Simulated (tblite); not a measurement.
## Geometry relaxation, with input and output: C4H16BNSi (part 3 of 3)

C4H16BNSi; GFN2-xTB geometry optimisation, gas phase (tblite 0.8.0). It belongs to a series of runs on one base structure; here: constitutional isomer.

Geometry of the input (Å):
```
C  3.1758  0.4853  0.7586
C  1.8715  0.6529  0.0104
C  0.8493  -0.4058  0.4056
B  -0.4390  -0.0350  -0.5047
N  -0.2008  -0.6683  -1.8843
Si -2.1065  -0.7185  0.1911
C  -3.1235  0.6304  0.9847
H  3.9804  0.2854  0.0144
H  3.0886  -0.3533  1.4769
H  3.4424  1.4267  1.3022
H  1.3709  1.6219  0.2831
H  2.0895  0.5935  -1.0644
H  1.1530  -1.4268  0.1929
H  0.6342  -0.3204  1.4879
H  -0.5115  1.1507  -0.6071
H  -0.9361  -0.3166  -2.5213
H  0.7358  -0.3938  -2.2244
H  -0.2814  -1.7097  -1.7882
H  -2.8940  -1.2073  -0.9618
H  -1.9665  -1.8595  1.1026
H  -4.1310  0.2145  1.2142
H  -2.6004  0.9406  1.9011
H  -3.2054  1.4400  0.2405
```

Trajectory as extended XYZ, continued
```
23
Properties=species:S:1:pos:R:3:forces:R:3 step=134 energy=-614.45381
C     3.2505    0.3585    0.8651    0.0040   0.0120  -0.0020
C     2.0798    0.6237   -0.0764    0.0050  -0.0020  -0.0010
C     0.8005   -0.0905    0.3725    0.0030  -0.0020   0.0010
B    -0.5131    0.1826   -0.5581   -0.0100   0.0000  -0.0050
N    -0.1425   -0.5289   -2.0130    0.0020   0.0060   0.0060
Si   -2.1656   -0.7095    0.0884    0.0050   0.0110  -0.0070
C    -3.3246    0.3529    1.1631    0.0060   0.0000   0.0010
H     3.4820   -0.7051    0.8943    0.0020   0.0000   0.0040
H     3.0025    0.6789    1.8747    0.0090   0.0060  -0.0020
H     4.1417    0.8955    0.5425   -0.0050  -0.0090   0.0060
H     1.8929    1.6987   -0.1243   -0.0030   0.0010   0.0080
H     2.3717    0.2984   -1.0822   -0.0050  -0.0020  -0.0020
H     1.0184   -1.1629    0.4400   -0.0090  -0.0020   0.0030
H     0.5963    0.2314    1.3964   -0.0130   0.0000  -0.0010
H    -0.6321    1.3425   -0.8269    0.0050  -0.0040  -0.0020
H    -0.8940   -0.3706   -2.6748   -0.0090  -0.0080  -0.0040
H     0.7228   -0.1229   -2.3565    0.0060   0.0050  -0.0140
H    -0.0186   -1.5250   -1.8662    0.0050  -0.0030  -0.0040
H    -3.0239   -1.1854   -1.0449    0.0010   0.0030   0.0000
H    -1.9714   -1.9716    0.8430   -0.0050  -0.0100   0.0050
H    -4.2157   -0.1892    1.4648    0.0060  -0.0060   0.0010
H    -2.8177    0.6856    2.0642   -0.0030   0.0010   0.0050
H    -3.6449    1.2398    0.6243    0.0030   0.0040   0.0010
23
Properties=species:S:1:pos:R:3:forces:R:3 step=142 energy=-614.45461
C     3.2493    0.3557    0.8710    0.0010   0.0030  -0.0030
C     2.0813    0.6224   -0.0740    0.0050   0.0010  -0.0030
C     0.7966   -0.0829    0.3739    0.0020   0.0020  -0.0030
B    -0.5116    0.1893   -0.5639   -0.0060   0.0010  -0.0050
N    -0.1425   -0.5260   -2.0174   -0.0050  -0.0070  -0.0070
Si   -2.1629   -0.7049    0.0811    0.0080   0.0030  -0.0070
C    -3.3199    0.3471    1.1675    0.0030  -0.0090   0.0020
H     3.4602   -0.7114    0.9262   -0.0070   0.0090  -0.0010
H     3.0109    0.7065    1.8729    0.0050  -0.0040  -0.0040
H     4.1511    0.8657    0.5340   -0.0100  -0.0010   0.0020
H     1.9009    1.6987   -0.1254   -0.0040  -0.0090   0.0030
H     2.3702    0.2923   -1.0793    0.0050  -0.0060   0.0140
H     1.0071   -1.1563    0.4489    0.0030   0.0040   0.0070
H     0.5865    0.2468    1.3942    0.0000  -0.0040  -0.0030
H    -0.6289    1.3482   -0.8364   -0.0020  -0.0010   0.0010
H    -0.9086   -0.3879   -2.6670   -0.0060   0.0080  -0.0120
H     0.7100   -0.1108   -2.3820   -0.0040   0.0010   0.0020
H    -0.0031   -1.5193   -1.8654    0.0210  -0.0050   0.0070
H    -3.0177   -1.1789   -1.0564   -0.0060   0.0090   0.0060
H    -1.9707   -1.9712    0.8307    0.0020  -0.0030  -0.0040
H    -4.2045   -0.2057    1.4683   -0.0070   0.0080   0.0060
H    -2.8095    0.6723    2.0694   -0.0080   0.0060  -0.0020
H    -3.6490    1.2374    0.6394    0.0090  -0.0070   0.0050
23
Properties=species:S:1:pos:R:3:forces:R:3 step=151 energy=-614.45528
C     3.2449    0.3630    0.8820   -0.0010   0.0060  -0.0070
C     2.0889    0.6003   -0.0852    0.0040  -0.0010  -0.0040
C     0.7931   -0.0778    0.3724    0.0030   0.0010   0.0010
B    -0.5125    0.1971   -0.5692   -0.0030   0.0010   0.0090
N    -0.1432   -0.5127   -2.0256    0.0040  -0.0040   0.0000
Si   -2.1626   -0.7009    0.0755    0.0090   0.0040  -0.0110
C    -3.3185    0.3309    1.1824    0.0040   0.0010  -0.0020
H     3.4345   -0.7034    0.9939    0.0020   0.0030   0.0020
H     3.0090    0.7711    1.8620   -0.0070  -0.0050   0.0090
H     4.1571    0.8385    0.5238   -0.0010  -0.0040   0.0030
H     1.9183    1.6748   -0.1812   -0.0060   0.0060  -0.0020
H     2.3898    0.2268   -1.0713   -0.0090  -0.0030  -0.0040
H     0.9902   -1.1517    0.4700   -0.0040  -0.0050  -0.0030
H     0.5837    0.2736    1.3855    0.0060   0.0060   0.0010
H    -0.6285    1.3574   -0.8377   -0.0030  -0.0100   0.0040
H    -0.9123   -0.3808   -2.6733   -0.0030   0.0000  -0.0010
H     0.7039   -0.0882   -2.3917   -0.0010   0.0060   0.0000
H     0.0088   -1.5043   -1.8751    0.0090  -0.0060   0.0050
H    -3.0239   -1.1559   -1.0641   -0.0100   0.0010   0.0000
H    -1.9656   -1.9783    0.8051    0.0010  -0.0040  -0.0060
H    -4.2077   -0.2225    1.4689    0.0010   0.0030   0.0000
H    -2.8117    0.6374    2.0926    0.0040   0.0000   0.0050
H    -3.6405    1.2328    0.6704   -0.0030   0.0050   0.0010
23
Properties=species:S:1:pos:R:3:forces:R:3 step=160 energy=-614.45571
C     3.2402    0.3675    0.8866   -0.0040   0.0020  -0.0040
C     2.0903    0.5899   -0.0914    0.0020  -0.0050  -0.0030
C     0.7907   -0.0754    0.3743   -0.0010   0.0000  -0.0050
B    -0.5125    0.1976   -0.5708   -0.0100   0.0130   0.0090
N    -0.1403   -0.5082   -2.0286    0.0050  -0.0010   0.0030
Si   -2.1635   -0.7000    0.0695    0.0070   0.0070  -0.0100
C    -3.3118    0.3254    1.1901    0.0000  -0.0020   0.0020
H     3.4188   -0.6972    1.0270    0.0030  -0.0060   0.0010
H     3.0012    0.8020    1.8546   -0.0010  -0.0040   0.0100
H     4.1602    0.8241    0.5238   -0.0120   0.0040  -0.0050
H     1.9231    1.6627   -0.2094   -0.0030   0.0090   0.0010
H     2.3912    0.1956   -1.0689    0.0100  -0.0070  -0.0060
H     0.9797   -1.1497    0.4829    0.0080  -0.0030   0.0010
H     0.5845    0.2888    1.3836   -0.0030   0.0020  -0.0030
H    -0.6298    1.3579   -0.8366   -0.0040   0.0040  -0.0040
H    -0.9156   -0.3911   -2.6718   -0.0030  -0.0050   0.0060
H     0.6961   -0.0692   -2.4017    0.0050   0.0030   0.0020
H     0.0309   -1.4965   -1.8762    0.0050  -0.0050   0.0020
H    -3.0378   -1.1357   -1.0670   -0.0030  -0.0060  -0.0110
H    -1.9613   -1.9878    0.7788   -0.0110  -0.0060   0.0040
H    -4.2034   -0.2270    1.4703   -0.0050  -0.0040   0.0050
H    -2.8048    0.6201    2.1040    0.0100   0.0020   0.0010
H    -3.6310    1.2333    0.6869    0.0050   0.0050   0.0050
23
Properties=species:S:1:pos:R:3:forces:R:3 step=169 energy=-614.45648
C     3.2295    0.3700    0.8939    0.0150  -0.0010   0.0030
C     2.0880    0.5782   -0.0959    0.0050   0.0000   0.0110
C     0.7818   -0.0689    0.3759   -0.0020   0.0030  -0.0060
B    -0.5150    0.2019   -0.5782   -0.0140   0.0050   0.0120
N    -0.1323   -0.5072   -2.0297    0.0030  -0.0090  -0.0100
Si   -2.1693   -0.6971    0.0525    0.0040   0.0120  -0.0130
C    -3.2955    0.3195    1.2023   -0.0070  -0.0010   0.0020
H     3.4076   -0.6920    1.0536   -0.0040  -0.0150   0.0000
H     2.9861    0.8204    1.8536    0.0030   0.0030   0.0000
H     4.1507    0.8187    0.5253    0.0090   0.0140   0.0130
H     1.9293    1.6494   -0.2354   -0.0090   0.0200  -0.0070
H     2.3962    0.1625   -1.0623   -0.0130  -0.0090  -0.0050
H     0.9641   -1.1423    0.5035   -0.0060  -0.0050  -0.0030
H     0.5734    0.3136    1.3781    0.0070   0.0030  -0.0030
H    -0.6311    1.3624   -0.8465   -0.0070  -0.0130   0.0000
H    -0.9247   -0.4356   -2.6584    0.0060  -0.0010  -0.0120
H     0.6775   -0.0387   -2.4247    0.0000   0.0040  -0.0020
H     0.0858   -1.4843   -1.8646   -0.0010  -0.0050   0.0040
H    -3.0591   -1.1087   -1.0820    0.0120   0.0080  -0.0070
H    -1.9712   -1.9999    0.7342   -0.0080  -0.0120   0.0120
H    -4.1889   -0.2287    1.4842   -0.0080  -0.0080   0.0070
H    -2.7758    0.5965    2.1146    0.0120   0.0000   0.0010
H    -3.6119    1.2374    0.7159    0.0030   0.0090   0.0050
23
Properties=species:S:1:pos:R:3:forces:R:3 step=178 energy=-614.45717
C     3.2255    0.3721    0.8966    0.0010   0.0000   0.0050
C     2.0858    0.5765   -0.0970   -0.0020  -0.0020   0.0040
C     0.7771   -0.0650    0.3765   -0.0060  -0.0010  -0.0030
B    -0.5184    0.1986   -0.5820   -0.0040   0.0020   0.0010
N    -0.1259   -0.5125   -2.0318    0.0010  -0.0040   0.0010
Si   -2.1758   -0.6975    0.0442    0.0030   0.0040  -0.0060
C    -3.2854    0.3198    1.2103    0.0030   0.0000  -0.0010
H     3.4107   -0.6899    1.0499    0.0000   0.0000  -0.0020
H     2.9738    0.8136    1.8584   -0.0030   0.0040  -0.0010
H     4.1453    0.8323    0.5382   -0.0030   0.0000  -0.0020
H     1.9276    1.6471   -0.2460    0.0030   0.0050   0.0020
H     2.3931    0.1515   -1.0596    0.0000   0.0020  -0.0050
H     0.9567   -1.1380    0.5119    0.0000   0.0000   0.0010
H     0.5678    0.3254    1.3754    0.0010  -0.0010  -0.0020
H    -0.6399    1.3570   -0.8552    0.0000  -0.0010   0.0030
H    -0.9220   -0.4710   -2.6590    0.0040   0.0020   0.0000
H     0.6678   -0.0237   -2.4349    0.0010  -0.0060   0.0000
H     0.1217   -1.4808   -1.8565    0.0000  -0.0060  -0.0020
H    -3.0661   -1.0874   -1.0971   -0.0010   0.0050   0.0000
H    -1.9951   -2.0088    0.7159    0.0010  -0.0030   0.0000
H    -4.1805   -0.2224    1.4998    0.0040   0.0000  -0.0010
H    -2.7507    0.5857    2.1176   -0.0010  -0.0020   0.0040
H    -3.5978    1.2447    0.7346   -0.0010   0.0010   0.0030
```

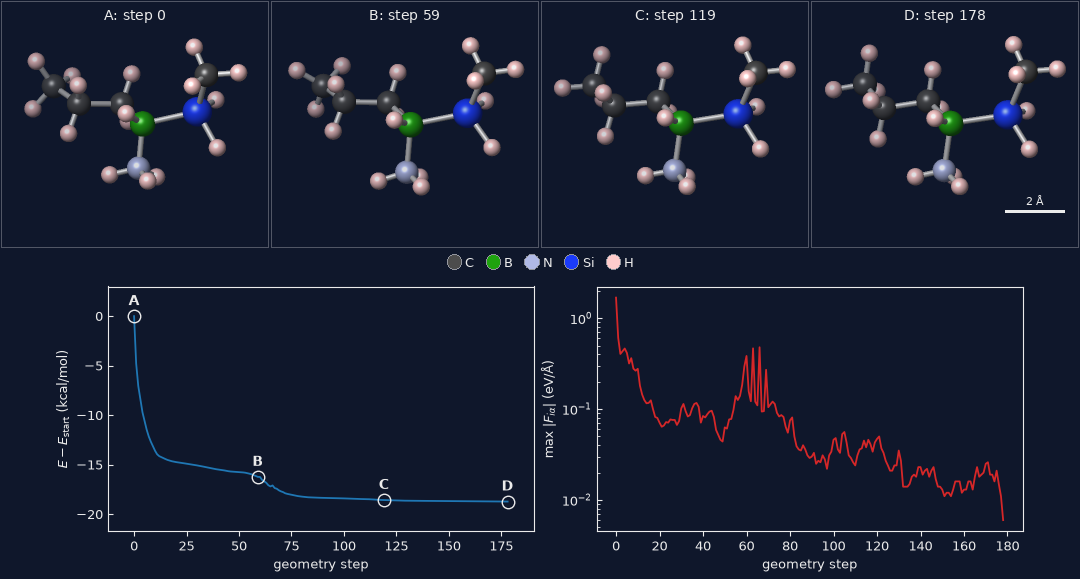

Fig. 1: Frames of the relaxation (ball-and-stick view, seen at a tilt) above the curves, on which the letters mark them (steps are counted from 0).

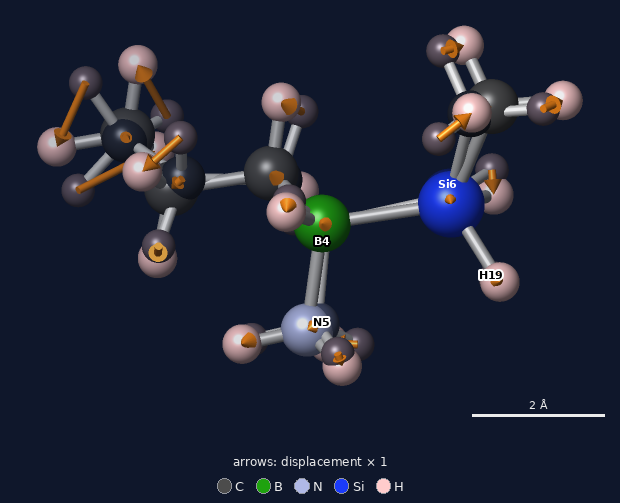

Fig. 2: Start (faint) and end (solid) with the displacements as orange arrows, at true length (ball-and-stick view, seen at a tilt). The two geometries are laid on each other by the best rigid fit. The atom that moves furthest after the best rigid fit is H8 (1.53 Å). Largest moves by element: H 1.53 Å, C 0.40 Å, B 0.25 Å, N 0.20 Å, Si 0.15 Å. Distances before and after: B4–N5 1.537 → 1.662 Å, B4–Si6 1.932 → 1.985 Å, Si6–C7 1.866 → 1.904 Å, N5–H18 1.049 → 1.015 Å. Among the angles that change: C2–C3–B4 103.2° → 115.4°, C2–C3–H13 114.5° → 107.9°, N5–B4–H15 110.0° → 103.8°. After 178 geometry steps the energy has fallen by 18.7 kcal/mol. The largest force component goes from 1.7 to 0.006 eV/Å. (Atoms are counted from 1 in the order of the input.)

Summary

| quantity | value |
| --- | --- |
| outcome | converged |
| total energy | −614.4572 eV |
| wall time | 2.4 s |
| peak memory | 0.18 GiB |
